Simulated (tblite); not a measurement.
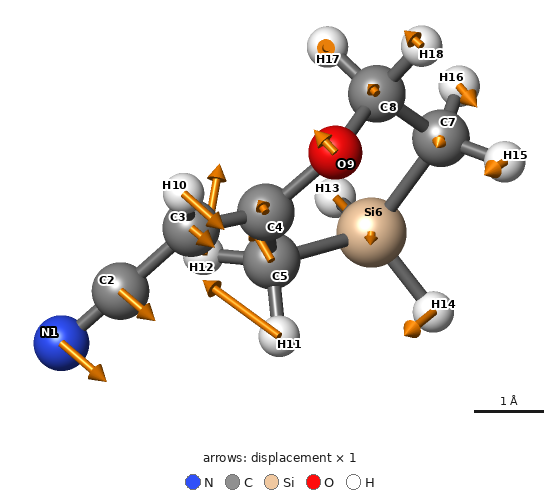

A relaxation of C₆H₉NOSi. The starting structure is drawn; orange arrows show the displacements, at their true length. The two geometries are superimposed by the best rigid fit.

Style: ball-and-stick. Shown from a free direction.

The calculation used GFN2-xTB geometry optimisation, gas phase in tblite. 

Question: Which element moves most?

Answer: Hydrogen: up to 1.54 Å, against 0.92 Å for nitrogen.

Question: What did the optimiser do to the structure, and how much energy did it gain?

Answer: After 126 geometry steps the energy has fallen by 0.782 eV. The atom that moves furthest after the best rigid fit is H11 (1.54 Å). Largest moves by element: H 1.54 Å, N 0.92 Å, C 0.71 Å, O 0.47 Å, Si 0.20 Å. Near-neighbour distances that change, for instance: C5–Si6 1.837 → 1.913 Å, C5–H11 1.137 → 1.088 Å, Si6–C7 1.865 → 1.911 Å, C7–H16 1.134 → 1.089 Å. Bond angles that change, for instance: C5–Si6–C7 110.5° → 99.6°, C4–C5–Si6 116.3° → 108.1°, C3–C4–O9 124.6° → 117.2°. Groups turn about C4–C5 by about 65°, C4–O9 by about 45°, C5–Si6 by about 45°.
